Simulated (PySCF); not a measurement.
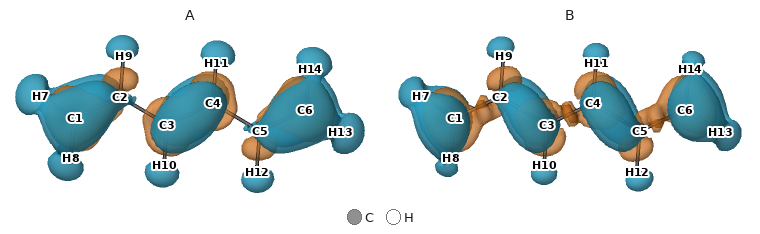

Figure 1: C₆H₈, SMILES `C=CC=CC=C`. The two Fukui functions at ±0.015 e/Å³ (light blue positive, orange negative).

PySCF calculation, B3LYP/6-311+G**, gas phase; geometry: GFN2-xTB. No frequency check shows the geometry to be a minimum.

Input script:

```python
import numpy as np
from pyscf import gto, scf, dft
from pyscf.scf import atom_ks, atom_hf
from scipy.linalg import block_diag

def solve(mol, dm0=None, hcore=None):
    mf = (dft.UKS if mol.spin else dft.RKS)(mol, xc='b3lyp')
    mf.grids.level = 3
    mf = mf.density_fit(auxbasis='def2-universal-jkfit')
    mf.conv_tol, mf.max_cycle = 1e-8, 80
    if hcore is not None:
        mf.get_hcore = lambda *args: hcore
    mf.kernel(dm0)
    if not mf.converged:
        mf = mf.newton().run(mf.mo_coeff, mf.mo_occ, max_cycle=30)
    assert mf.converged, 'SCF not converged'
    return mf

mol = gto.M(atom='''
C      3.04301     0.16678     0.00000
C      1.84884    -0.42218     0.00000
C      0.60263     0.29655     0.00000
C     -0.60263    -0.29655     0.00000
C     -1.84884     0.42218     0.00000
C     -3.04301    -0.16678     0.00000
H      3.95887    -0.39841     0.00000
H      3.14132     1.24006     0.00000
H      1.77813    -1.50267     0.00000
H      0.66765     1.37758     0.00000
H     -0.66765    -1.37758     0.00000
H     -1.77813     1.50267     0.00000
H     -3.95887     0.39841     0.00000
H     -3.14132    -1.24006     0.00000
''', basis='6-311+g**', charge=0, spin=0, verbose=4)
mf = solve(mol)
out = dict(e0=mf.e_tot, dm0=mf.make_rdm1(), c=mf.mo_coeff, occ=mf.mo_occ, eps=mf.mo_energy)
for name, dq, spin in [('cation', 1, 1), ('anion', -1, 1)]:
    ion = mol.copy().set(charge=mol.charge + dq, spin=spin).build()
    mi = solve(ion)
    if spin and dq > 0 and mol.nao < 130:
        c, _, stable, _ = mi.stability(return_status=True)
        if not stable:
            mi = solve(ion, mi.make_rdm1(c, mi.mo_occ))
    print(name, 'vertical energy change / eV', (mi.e_tot - mf.e_tot) * 27.211386)
    out.update({'e_' + name: mi.e_tot, 'dm_' + name: mi.make_rdm1(), 's2_' + name: mi.spin_square()[0], 'eps_' + name: mi.mo_energy, 'occ_' + name: mi.mo_occ})
# spherically averaged free atoms, for the promolecule
atm = atom_ks.get_atm_nrks(mol, xc='b3lyp')
pro = block_diag(*[(atm[a[0]][2] * atm[a[0]][3]) @ atm[a[0]][2].T for a in mol._atom])
np.savez('result.npz', pro=pro, **out)
```

Launched as:

```sh
OMP_NUM_THREADS=1 python input.py
```

The run took 52 s on 1 thread of AMD EPYC 9R45 96-Core Processor (Zen 5) (shared host), peak memory 0.87 GiB.

Partitions, critical points and surface values were worked out afterwards from this run's density.

Which panel is f⁻ (electron removed) and which f⁺ (electron added)?

Answer. A is f⁻, B is f⁺. f⁻ (Hirshfeld-condensed) is largest on C1 and C6 (0.16 each) and C3 and C4 (0.10 each); the vertical ionisation energy is 8.01 eV (the stability of the cation's solution wasn't checked). f⁺ (Hirshfeld-condensed) is largest on C1 and C6 (0.15 each); the vertical electron affinity is −0.18 eV (the stability of the anion's solution wasn't checked; negative: at this level and geometry the extra electron isn't bound, and the finite basis holds it).

What chemical potential and hardness follow from the two energies?

Answer. μ = −(I + A)/2 = −3.91 eV and η = I − A = 8.19 eV.
